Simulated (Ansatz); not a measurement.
# C2H4AlFO (SMILES C=C[O][AlH][F]) at 5 levels

We compute a comparison of 5 runs (HF/3-21G, BLYP/STO-3G, B3LYP/6-31G*, wB97X/def2-SVP, CCSDT/STO-6G) of C2H4AlFO. 

The results are computed with Ansatz 0.2.0.

4 further runs of the same task are left out: 1 that didn't finish, 3 set aside as unsound or not needed.

## 1. The system as given

C2H4AlFO: 9 atoms, total charge 0, spin state singlet. As SMILES, `C=C[O][AlH][F]`. The coordinates come from a PBE0-D4/def2-TZVP relaxation. This is one conformer, not always the lowest.

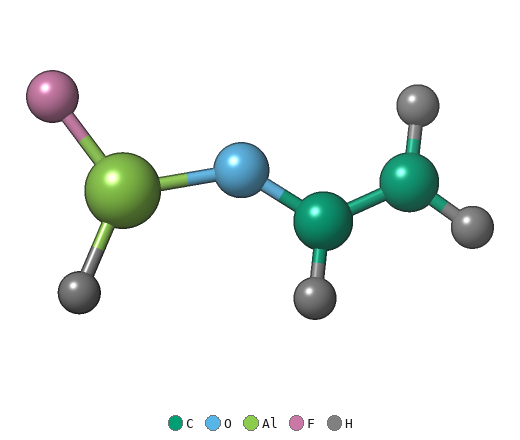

Viewed from a chosen angle; carbon teal, oxygen blue, aluminium green, fluorine pink, hydrogen grey.

## 2. Energy and gradient at HF/3-21G (run 1)

File in.yaml:

```yaml
crystal:
  periodic: [false, false, false]
  atoms:
    - {symbol: C, position_ang: [-1.562000, -0.360100, 1.103900]}
    - {symbol: C, position_ang: [-0.728000, -0.312900, 0.075500]}
    - {symbol: O, position_ang: [0.490300, 0.256500, 0.139600]}
    - {symbol: Al, position_ang: [1.800800, 0.519300, -0.884800]}
    - {symbol: F, position_ang: [3.087600, 1.301600, -0.235000]}
    - {symbol: H, position_ang: [-1.297700, 0.065300, 2.064100]}
    - {symbol: H, position_ang: [-2.527700, -0.832200, 0.988500]}
    - {symbol: H, position_ang: [-0.999000, -0.743100, -0.888800]}
    - {symbol: H, position_ang: [1.824300, 0.059200, -2.380300]}
basis:
  gaussian:
    orbitals: 3-21G.json
hamiltonian:
  xc: hf
accuracy: high
output: {forces: true, orbitals: {seedname: orbitals}}
```

The basis set 3-21G is read from a file made from the Basis Set Exchange's data (not shown).

Run with:

```console
ansatz run in.yaml --threads 1 --pin off --max-ram 2610MiB --events-out events.jsonl --progress --plain --runs-dir runs
```

The program printed:

```text
Warning: RAYON_NUM_THREADS=1 ignored (pool sized by the plan → 1); use --threads N
Functional definition: HF
  name "HF"
  exchange = exact_x
  correlation = 0
1285 factors; integrals over basis functions are off by at most 1.7e-8 eV
mean field evaluation 1: about -13375.6040 eV, gradient 4.0e1 eV
mean field evaluation 2: about -13375.9462 eV, gradient 4.1e1 eV
mean field evaluation 4: about -13379.1509 eV, gradient 2.4e0 eV
mean field evaluation 8: about -13379.1935 eV, gradient 2.6e-1 eV
mean field evaluation 16: about -13379.1937 eV, gradient 7.8e-9 eV
mean field -13379.19372701 eV, -491.6763007244 hartree, gradient 4.3e-8 eV, S^2 0.000000; 0 other end points of the search recorded, 0 dependent functions left out
the calculation of the forces begins
reference -13379.19372701 eV, -491.6763007244 hartree; 23, 23 occupied and 34, 34 virtual orbitals, 1285 factors
Total energy: -13379.19372701 eV, -491.6763007244 hartree
Atom 0 at    -1.562000    -0.360100     1.103900 Å, force     0.096348    -0.102909    -0.449631 eV/Å
Atom 1 at    -0.728000    -0.312900     0.075500 Å, force    -1.250126    -0.345561     0.679785 eV/Å
Atom 2 at     0.490300     0.256500     0.139600 Å, force     0.746387     0.164181    -0.529196 eV/Å
Atom 3 at     1.800800     0.519300    -0.884800 Å, force    -0.032855     0.056340     0.201091 eV/Å
Atom 4 at     3.087600     1.301600    -0.235000 Å, force     0.179001     0.110991     0.103086 eV/Å
Atom 5 at    -1.297700     0.065300     2.064100 Å, force    -0.095980    -0.185914    -0.451141 eV/Å
Atom 6 at    -2.527700    -0.832200     0.988500 Å, force     0.331639     0.190697     0.127396 eV/Å
Atom 7 at    -0.999000    -0.743100    -0.888800 Å, force     0.032454     0.157185     0.443690 eV/Å
Atom 8 at     1.824300     0.059200    -2.380300 Å, force    -0.006867    -0.045009    -0.125079 eV/Å
Dipole moment:    -0.239879    -0.234706    -0.395170 e Å
```

Wall time 0.82 s (1 thread of AMD EPYC 9R45 (Zen 5), shared host).

## 3. Energy and forces at BLYP/STO-3G (run 2)

File molecule.yaml:

```yaml
crystal:
  periodic: [false, false, false]
  atoms:
    - {symbol: C, position_ang: [-1.562000, -0.360100, 1.103900]}
    - {symbol: C, position_ang: [-0.728000, -0.312900, 0.075500]}
    - {symbol: O, position_ang: [0.490300, 0.256500, 0.139600]}
    - {symbol: Al, position_ang: [1.800800, 0.519300, -0.884800]}
    - {symbol: F, position_ang: [3.087600, 1.301600, -0.235000]}
    - {symbol: H, position_ang: [-1.297700, 0.065300, 2.064100]}
    - {symbol: H, position_ang: [-2.527700, -0.832200, 0.988500]}
    - {symbol: H, position_ang: [-0.999000, -0.743100, -0.888800]}
    - {symbol: H, position_ang: [1.824300, 0.059200, -2.380300]}
basis:
  gaussian:
    orbitals: STO-3G
hamiltonian:
  xc: {name: BLYP}
accuracy: high
output: {forces: true, orbitals: {seedname: orbitals}}
```

Run with:

```console
ansatz run molecule.yaml --threads 1 --pin off --max-ram 2610MiB --events-out events.jsonl --progress --plain --runs-dir runs
```

The program printed (excerpt; [...] marks lines left out):

```text
Warning: RAYON_NUM_THREADS=1 ignored (pool sized by the plan → 1); use --threads N
Functional definition: BLYP
  name "BLYP"
[...]
645 factors; integrals over basis functions are off by at most 3.4e-8 eV
[...]
mean field -13324.21497741 eV, -489.6558689426 hartree, gradient 6.5e-8 eV, S^2 0.000000; 0 other end points of the search recorded, 0 dependent functions left out
[...]
reference -13324.21502388 eV, -489.6558706504 hartree; 23, 23 occupied and 10, 10 virtual orbitals, 645 factors
Total energy: -13324.21502388 eV, -489.6558706504 hartree
Atom 0 at    -1.562000    -0.360100     1.103900 Å, force    -1.333082    -0.172229     1.344964 eV/Å
Atom 1 at    -0.728000    -0.312900     0.075500 Å, force     0.818334    -0.141455    -1.598837 eV/Å
Atom 2 at     0.490300     0.256500     0.139600 Å, force     1.769499     1.175597     1.193074 eV/Å
Atom 3 at     1.800800     0.519300    -0.884800 Å, force     0.263989    -0.482516    -1.910788 eV/Å
Atom 4 at     3.087600     1.301600    -0.235000 Å, force    -0.186992    -0.011346     0.231029 eV/Å
Atom 5 at    -1.297700     0.065300     2.064100 Å, force     0.066118     0.239825     0.655259 eV/Å
Atom 6 at    -2.527700    -0.832200     0.988500 Å, force    -0.707723    -0.292563     0.081303 eV/Å
Atom 7 at    -0.999000    -0.743100    -0.888800 Å, force    -0.602958    -0.605756    -1.047002 eV/Å
Atom 8 at     1.824300     0.059200    -2.380300 Å, force    -0.087185     0.290442     1.050997 eV/Å
Dipole moment:     0.219233     0.031148    -0.208951 e Å
```

It took 1.7 s on 1 thread of AMD EPYC 9R45 (Zen 5), shared host.

Runs 3 to 4 aren't shown in full; the table further down has their settings and results.

## 4. Energy and forces at CCSDT/STO-6G (sfX2C) (run 5)

Edit molecule.yaml of step 3 so:

```diff
@@ -14,6 +14,12 @@
   gaussian:
-    orbitals: STO-3G
+    orbitals: STO-6G.json
+output: {forces: true, orbitals: {seedname: orbitals}}
+magnetization:
+  spin_polarized: false
+  initial_magnetization: 0
+accuracy: high
 hamiltonian:
-  xc: {name: BLYP}
-accuracy: high
-output: {forces: true, orbitals: {seedname: orbitals}}
+  pseudopotentials: {relativity: scalar}
+correlation:
+  method: ccsdt
+  electrons: all
```

The basis set STO-6G is read from a file made from the Basis Set Exchange's data (not shown).

Run with:

```console
ansatz run molecule.yaml --threads 1 --pin off --max-ram 2610MiB --events-out events.jsonl --progress --plain --runs-dir runs
```

The program printed (excerpt; [...] marks lines left out):

```text
Warning: RAYON_NUM_THREADS=1 ignored (pool sized by the plan → 1); use --threads N
Functional definition: HF
  name "HF"
[...]
661 factors; integrals over basis functions are off by at most 3.0e-8 eV
[...]
mean field -13413.39499315 eV, -492.9331740726 hartree, gradient 2.7e-8 eV, S^2 0.000000; 0 other end points of the search recorded, 0 dependent functions left out; unrestricted orbitals would lower it
reference -13413.39499315 eV, -492.9331740726 hartree; 23, 23 occupied and 10, 10 virtual orbitals, 661 factors
second order -5.61032097 eV of doubles, -0.00000000 eV of singles
cycle   1  -6.29526357 eV  change   -6.8e-1 eV  update   1.2e-1
[...]
cycle  27  -7.12314775 eV  change   -2.6e-9 eV  update   4.0e-9
[...]
Total energy: -13420.51814091 eV, -493.1949449244 hartree
Relativity: scalar
Atom 0 at    -1.562000    -0.360100     1.103900 Å, force    -1.349896    -0.161612     1.402685 eV/Å
Atom 1 at    -0.728000    -0.312900     0.075500 Å, force     1.143850    -0.138606    -2.049617 eV/Å
Atom 2 at     0.490300     0.256500     0.139600 Å, force     2.644538     1.432207     0.764970 eV/Å
Atom 3 at     1.800800     0.519300    -0.884800 Å, force    -0.223217    -0.489350    -1.247171 eV/Å
Atom 4 at     3.087600     1.301600    -0.235000 Å, force    -0.882894    -0.435758    -0.123862 eV/Å
Atom 5 at    -1.297700     0.065300     2.064100 Å, force     0.063977     0.230725     0.629430 eV/Å
Atom 6 at    -2.527700    -0.832200     0.988500 Å, force    -0.684003    -0.278417     0.092278 eV/Å
Atom 7 at    -0.999000    -0.743100    -0.888800 Å, force    -0.617481    -0.575651    -0.932924 eV/Å
Atom 8 at     1.824300     0.059200    -2.380300 Å, force    -0.094874     0.416462     1.464209 eV/Å
Dipole moment:     0.095355    -0.035895    -0.244620 e Å
```

Run time: 50 s. Hardware: 1 thread of AMD EPYC 9R45 (Zen 5), shared host; peak memory 0.59 GiB.

## 5. Overview of the runs

| run | level | frozen core orbitals | energy (Eh) | dipole moment (D) | HOMO energy (eV) | LUMO energy (eV) | wall time |
| --- | --- | --- | --- | --- | --- | --- | --- |
| 1 | HF/3-21G | – | -491.676301 | 2.49 | -9.26 | 2.10 | 0.82 s |
| 2 | BLYP/STO-3G | – | -489.655871 | 1.46 | -2.07 | 3.22 | 1.7 s |
| 3 | B3LYP/6-31G* (spherical functions) | – | -496.198502 | 1.72 | -6.40 | -0.76 | 5.1 s |
| 4 | wB97X/def2-SVP | – | -495.863697 | 1.81 | -9.21 | 1.44 | 16 s |
| 5 | CCSDT/STO-6G (sfX2C) | 0 | -493.194945 | 1.27 | -6.70 | 8.62 | 50 s |

## 6. What came out

```
                                    quantity          value
                         run 5: total energy  -493.19494 Eh
   run 5: dipole moment (correlated density)         1.27 D
  run 5: HOMO energy (Hartree–Fock orbitals)       -6.70 eV
  run 5: LUMO energy (Hartree–Fock orbitals)        8.62 eV
run 5: HOMO–LUMO gap (Hartree–Fock orbitals)       15.32 eV
                   run 5: correlation energy     -261.8 mEh
                        run 5: T1 diagnostic          0.011
             run 5: largest force on an atom     3.103 eV/Å
```

**Reading.** The dipole moment (its size) runs from 1.27 D (CCSDT/STO-6G) to 2.49 D (HF/3-21G). The two ends differ in method and basis and Hamiltonian. Over runs 1, 2, 3, 4 the HOMO–LUMO gap runs from 5.29 eV (BLYP/STO-3G) to 11.36 eV (HF/3-21G). The two ends differ in method and basis. Totals of different functionals can't be ranked against each other. Some runs of one species differ in core potentials or relativity; totals across that change don't compare. In run 5 the log says that unrestricted orbitals would lower the reference, so the values rest on an unstable closed-shell determinant (other closed-shell runs at this shape may share the fault). In runs 2, 5 the basis is minimal, so the values are rough. All runs together took 73 s, the longest 50 s.
